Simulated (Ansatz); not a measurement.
## Geometry relaxation of Si3N2H13O2 (part 2 of 2)

The same run, continued: Si3N2H13O2, multiplicity 2; UKS PBE0-D4/def2-SVP (Ansatz 0.2.0). The input holds or restrains some coordinates.

Geometry of the input (Å):
```
Si 0.2291  -1.1281  0.9896
N  1.4077  -0.0345  0.0236
Si 1.7564  -0.2948  -1.6806
N  -1.3807  -0.5453  0.6272
Si -2.2990  -0.5930  -0.8279
H  0.3041  -2.3185  0.1035
H  0.4121  1.4160  1.7483
O  0.4385  0.4145  2.4369
H  0.9755  1.1049  0.2321
O  0.4597  2.1712  0.7766
H  2.2597  0.0079  0.5716
H  2.2236  -1.6640  -1.9076
H  2.8232  0.6558  -2.0005
H  0.5232  -0.0205  -2.4083
H  -1.8354  -0.0582  1.3820
H  -2.0925  0.6319  -1.6270
H  -1.8860  -1.7571  -1.6072
H  -3.7105  -0.6632  -0.4378
H  -0.1734  0.4594  3.1704
H  -0.4352  2.2158  0.4351
```

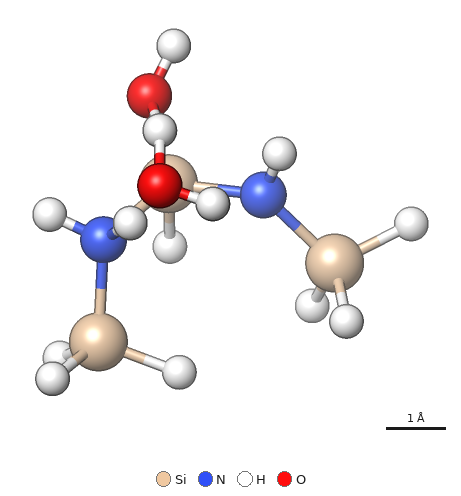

Figure 1. The geometry at step 6 of the log (ball-and-stick view, seen at a tilt).

## Trajectory as extended XYZ, continued
```
20
Properties=species:S:1:pos:R:3:forces:R:3 step=2 energy=-30888.96356
Si    0.2163   -1.1105    0.9847   -0.0107   0.3554   0.5843
N     1.4308   -0.0176    0.0634    0.0569   0.2538   0.2117
Si    1.7915   -0.3007   -1.6499    0.0440  -0.0706  -0.1642
N    -1.3970   -0.5252    0.6235   -0.0163   0.1200   0.2161
Si   -2.3512   -0.6226   -0.8206   -0.0124   0.0836  -0.1011
H     0.2974   -2.2927    0.0326   -0.0289  -0.1419  -0.1978
H     0.3949    1.4291    1.7767    0.0521   0.1212  -0.2831
O     0.4882    0.4146    2.4401   -0.2213  -0.0551  -0.4448
H     0.9813    1.1177    0.2574   -0.1784   0.3644   0.1867
O     0.4622    2.1813    0.8039    0.2092  -0.7856   0.2624
H     2.2875    0.0220    0.6203    0.0835   0.0089   0.0522
H     2.2574   -1.6867   -1.8991    0.0549  -0.1109   0.0112
H     2.8530    0.6618   -2.0463    0.0755   0.0653  -0.0434
H     0.5492   -0.0347   -2.4093   -0.1530   0.0169  -0.0670
H    -1.8074    0.0502    1.3566    0.0908  -0.0147  -0.0749
H    -2.1824    0.5840   -1.6925   -0.0109   0.0733  -0.0604
H    -1.9480   -1.8006   -1.6274    0.0454  -0.1484  -0.0322
H    -3.7969   -0.6930   -0.4713   -0.1274  -0.0453   0.0392
H    -0.0947    0.4018    3.2097    0.0978  -0.1152  -0.0555
H    -0.4322    2.2222    0.4476   -0.0506   0.0250  -0.0394
20
Properties=species:S:1:pos:R:3:forces:R:3 step=3 energy=-30888.99422
Si    0.2135   -1.1038    0.9637   -0.0212   0.2999   0.3893
N     1.4508   -0.0030    0.0830    0.2173   0.1743  -0.0258
Si    1.8063   -0.3072   -1.6390   -0.0034  -0.0306  -0.1180
N    -1.3862   -0.4751    0.6033   -0.1346   0.2340   0.1917
Si   -2.3744   -0.6299   -0.8225   -0.0282  -0.0243  -0.0857
H     0.2665   -2.2603   -0.0550   -0.0322   0.0602   0.0314
H     0.3696    1.4248    1.7987    0.1423   0.1304  -0.3562
O     0.4919    0.3995    2.4403   -0.3689  -0.2023  -0.2622
H     0.9901    1.1279    0.2762   -0.1521   0.3223   0.2145
O     0.4517    2.1789    0.8284    0.0454  -0.7311   0.2360
H     2.3081    0.0320    0.6456   -0.0679   0.0035  -0.0281
H     2.2904   -1.7001   -1.8671   -0.0066   0.0497   0.0291
H     2.8625    0.6628   -2.0658   -0.0532  -0.0365   0.0158
H     0.5431   -0.0609   -2.3946    0.0493  -0.0277   0.0449
H    -1.7495    0.1733    1.3068    0.1299  -0.2003  -0.2158
H    -2.2392    0.5613   -1.7369   -0.0292  -0.0770   0.0445
H    -1.9682   -1.8457   -1.5926    0.0048   0.0646   0.0647
H    -3.8241   -0.7291   -0.4515    0.0619   0.0083   0.0088
H    -0.0666    0.3335    3.2285    0.1727  -0.0464  -0.1861
H    -0.4362    2.2214    0.4505    0.0738   0.0289   0.0072
20
Properties=species:S:1:pos:R:3:forces:R:3 step=4 energy=-30889.01150
Si    0.1896   -1.0479    0.9049    0.0021   0.1438   0.6241
N     1.4963    0.0308    0.1004    0.0276   0.1218  -0.1171
Si    1.7949   -0.3195   -1.6265    0.0060   0.0265  -0.1085
N    -1.3852   -0.3746    0.5222   -0.0294  -0.0419  -0.0962
Si   -2.4159   -0.6733   -0.8579    0.1042   0.0956   0.0006
H     0.2154   -2.1722   -0.1550    0.0423   0.0953   0.0244
H     0.3981    1.4179    1.8584    0.0726   0.2278  -0.3113
O     0.4591    0.3676    2.4675   -0.2007  -0.2664  -0.5770
H     1.0707    1.1694    0.3264   -0.1767   0.2998   0.2236
O     0.5483    2.2043    0.9226   -0.1232  -0.6781   0.1471
H     2.3553    0.0080    0.6591   -0.0708  -0.0073  -0.0033
H     2.3613   -1.6882   -1.8071   -0.0082   0.0563   0.0089
H     2.7684    0.6956   -2.1422   -0.0643  -0.0584   0.0126
H     0.4815   -0.1915   -2.3287    0.1169   0.0080   0.0478
H    -1.7564    0.2538    1.2280   -0.0033   0.0539  -0.0147
H    -2.3540    0.4521   -1.8589   -0.0373  -0.0838   0.0591
H    -1.9711   -1.9215   -1.5489   -0.0370   0.0490   0.0521
H    -3.8469   -0.7993   -0.4307    0.0478  -0.0044   0.0100
H    -0.0891    0.2411    3.2519    0.0524   0.0446  -0.1124
H    -0.3202    2.3475    0.5145    0.2790  -0.0823   0.1301
20
Properties=species:S:1:pos:R:3:forces:R:3 step=5 energy=-30889.01955
Si    0.1893   -1.0692    0.9060   -0.0266   0.4115   0.4260
N     1.4889    0.0173    0.1005    0.1440   0.2054  -0.0354
Si    1.8117   -0.3156   -1.6273   -0.0311   0.0272  -0.0250
N    -1.3720   -0.3665    0.5180   -0.0719  -0.0479  -0.1260
Si   -2.4230   -0.6720   -0.8436    0.0207   0.0104   0.0758
H     0.2369   -2.1484   -0.1947   -0.0509  -0.0540   0.0802
H     0.3909    1.4145    1.8603    0.0749   0.2020  -0.3608
O     0.4311    0.3588    2.4617   -0.1189  -0.3069  -0.5412
H     1.0659    1.1555    0.3328   -0.1392   0.2804   0.1872
O     0.5545    2.1985    0.9247   -0.0447  -0.6966   0.2149
H     2.3425   -0.0058    0.6666   -0.0136   0.0158  -0.0152
H     2.3958   -1.6745   -1.8102   -0.0038   0.0207   0.0049
H     2.7720    0.7107   -2.1376   -0.0136  -0.0233   0.0386
H     0.5114   -0.1877   -2.3447    0.0337  -0.0149   0.0222
H    -1.7156    0.3010    1.2027    0.0109  -0.0080  -0.0208
H    -2.3903    0.4290   -1.8681    0.0187  -0.0355   0.0476
H    -2.0073   -1.9398   -1.5107   -0.0012   0.0265   0.0100
H    -3.8432   -0.7862   -0.3836    0.0011   0.0034   0.0030
H    -0.1310    0.2374    3.2361    0.0416   0.0305  -0.0686
H    -0.3084    2.3433    0.5111    0.1696  -0.0466   0.0825
20
Properties=species:S:1:pos:R:3:forces:R:3 step=6 energy=-30889.01967
Si    0.1917   -1.0751    0.9036   -0.0311   0.3364   0.4932
N     1.5038    0.0072    0.1128    0.0904   0.1671  -0.0890
Si    1.8152   -0.3050   -1.6212   -0.0177   0.0028  -0.0339
N    -1.3571   -0.3650    0.4927   -0.0642  -0.0171  -0.0737
Si   -2.4352   -0.6701   -0.8405   -0.0023  -0.0272  -0.0475
H     0.2462   -2.1692   -0.1803   -0.0437  -0.0407   0.0455
H     0.3746    1.4102    1.8545    0.1239   0.1675  -0.3290
O     0.4022    0.3567    2.4605   -0.0540  -0.1740  -0.5723
H     1.0828    1.1464    0.3437   -0.1072   0.2838   0.2265
O     0.5547    2.1904    0.9187   -0.0246  -0.7044   0.2080
H     2.3621   -0.0438    0.6695   -0.0266   0.0655   0.0120
H     2.4233   -1.6510   -1.8154   -0.0022   0.0064   0.0004
H     2.7530    0.7407   -2.1316   -0.0034  -0.0121   0.0347
H     0.5100   -0.1976   -2.3314    0.0195  -0.0065   0.0285
H    -1.6863    0.3223    1.1632    0.0048   0.0151   0.0499
H    -2.4267    0.4406   -1.8535    0.0121  -0.0261   0.0223
H    -2.0318   -1.9315   -1.5277    0.0079   0.0255   0.0158
H    -3.8454   -0.7927   -0.3562   -0.0162  -0.0015   0.0175
H    -0.1373    0.2677    3.2542    0.0033  -0.0446  -0.0749
H    -0.2997    2.3187    0.4843    0.1315  -0.0160   0.0661
20
Properties=species:S:1:pos:R:3:forces:R:3 step=7 energy=-30889.02059
Si    0.1793   -1.0610    0.8825   -0.0312   0.3279   0.6833
N     1.4995    0.0203    0.1041    0.0655   0.0768  -0.0915
Si    1.8169   -0.2995   -1.6262    0.0398   0.0752   0.0247
N    -1.3703   -0.3459    0.4670    0.1285  -0.0544   0.1395
Si   -2.4562   -0.6945   -0.8455   -0.0172   0.0946  -0.0398
H     0.2147   -2.1984   -0.1525    0.0304   0.0621  -0.0759
H     0.4038    1.4207    1.8652    0.0763   0.1770  -0.3442
O     0.4153    0.3550    2.4501   -0.0754  -0.2095  -0.6269
H     1.1058    1.1657    0.3522   -0.2424   0.2791   0.1459
O     0.5920    2.2103    0.9390    0.1725  -0.7385   0.3180
H     2.3538   -0.0249    0.6664   -0.0041  -0.0370   0.0234
H     2.4166   -1.6496   -1.8154   -0.0070   0.0014  -0.0089
H     2.7714    0.7435   -2.1083   -0.0109  -0.0203  -0.0383
H     0.5113   -0.1812   -2.3294    0.0100  -0.0036  -0.0257
H    -1.6906    0.3266    1.1587   -0.0437   0.0032  -0.0768
H    -2.4471    0.3974   -1.8754   -0.0395  -0.0141  -0.0250
H    -2.0359   -1.9591   -1.5130   -0.0120  -0.0145   0.0204
H    -3.8634   -0.8116   -0.3466    0.0107  -0.0221  -0.0104
H    -0.1569    0.2279    3.2131   -0.0237   0.0236   0.0372
H    -0.2599    2.3586    0.5141   -0.0265  -0.0070  -0.0288
20
Properties=species:S:1:pos:R:3:forces:R:3 step=8 energy=-30889.02269
Si    0.1692   -1.0674    0.8847   -0.0475   0.2547   0.5209
N     1.4864    0.0140    0.1011    0.0524   0.1962   0.0528
Si    1.8052   -0.2856   -1.6324   -0.0083  -0.0125   0.0103
N    -1.3862   -0.3781    0.4638   -0.0542   0.2648   0.1123
Si   -2.4733   -0.7388   -0.8494    0.0427  -0.0359   0.0486
H     0.2203   -2.1766   -0.1825   -0.0040  -0.0268   0.0104
H     0.4356    1.4248    1.8896    0.1041   0.1642  -0.2679
O     0.3779    0.3501    2.4549   -0.0777  -0.1778  -0.6162
H     1.1024    1.1585    0.3681    0.0374   0.2940   0.1429
O     0.6948    2.2278    0.9925   -0.3103  -0.7117   0.0991
H     2.3413   -0.0496    0.6644   -0.0558   0.0258  -0.0464
H     2.4065   -1.6335   -1.8287    0.0071  -0.0047  -0.0079
H     2.7558    0.7573   -2.1184    0.0039   0.0107  -0.0074
H     0.5042   -0.1712   -2.3455    0.0009   0.0093   0.0021
H    -1.6770    0.3755    1.0885    0.0279  -0.1829  -0.1320
H    -2.4819    0.3293   -1.9036   -0.0013   0.0097   0.0027
H    -2.0461   -2.0182   -1.4828   -0.0106  -0.0026  -0.0105
H    -3.8795   -0.8672   -0.3516   -0.0005   0.0071   0.0007
H    -0.2165    0.2457    3.2067    0.0307   0.0107  -0.0532
H    -0.1391    2.5034    0.5807    0.2630  -0.0923   0.1388
20
Properties=species:S:1:pos:R:3:forces:R:3 step=9 energy=-30889.02846
Si    0.1694   -1.0681    0.8846   -0.0259   0.3427   0.5477
N     1.4958    0.0078    0.1091    0.0896   0.1744  -0.0538
Si    1.8158   -0.2848   -1.6261   -0.0021  -0.0019   0.0078
N    -1.3712   -0.3507    0.4547   -0.0235   0.0080  -0.0084
Si   -2.4701   -0.7234   -0.8440    0.0002   0.0081   0.0025
H     0.2126   -2.1818   -0.1784    0.0044  -0.0005  -0.0009
H     0.4236    1.4222    1.8802    0.1046   0.1434  -0.3250
O     0.3832    0.3507    2.4529   -0.0516  -0.1821  -0.6111
H     1.1191    1.1574    0.3645   -0.1191   0.2658   0.1862
O     0.6618    2.2173    0.9703    0.0278  -0.7476   0.2510
H     2.3489   -0.0548    0.6720    0.0030  -0.0041   0.0004
H     2.4198   -1.6305   -1.8333   -0.0015   0.0019  -0.0001
H     2.7629    0.7635   -2.1094    0.0011   0.0005   0.0014
H     0.5133   -0.1664   -2.3355   -0.0005   0.0021  -0.0030
H    -1.6804    0.3686    1.1019   -0.0121  -0.0008  -0.0043
H    -2.4984    0.3478   -1.8956    0.0010  -0.0053   0.0044
H    -2.0491   -1.9996   -1.4885    0.0021  -0.0003   0.0019
H    -3.8696   -0.8565   -0.3288   -0.0035  -0.0015   0.0030
H    -0.2110    0.2483    3.2037   -0.0015  -0.0023   0.0000
H    -0.1764    2.4333    0.5455    0.0074  -0.0004   0.0003
```

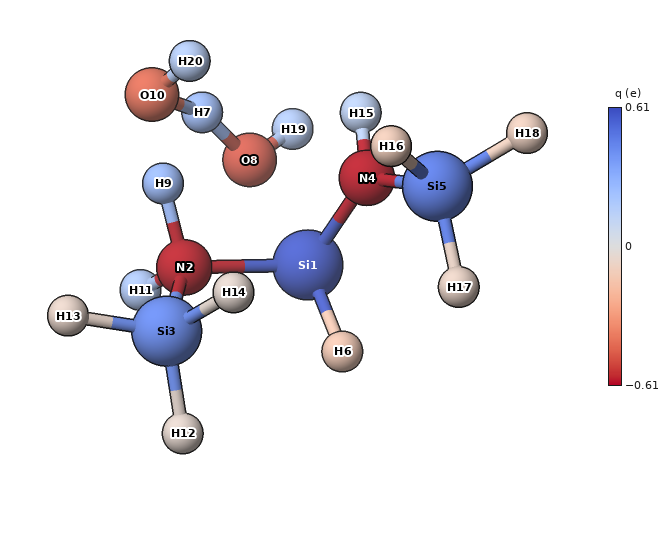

Figure 2. Mulliken charges, as the colour of each atom (ball-and-stick view, seen at a tilt; atoms are numbered from 1 in the order of the input; Mulliken charges depend strongly on the basis). By element: Si +0.41 to +0.56, N −0.58, H −0.13 to +0.26 and O −0.48 to −0.42 e.
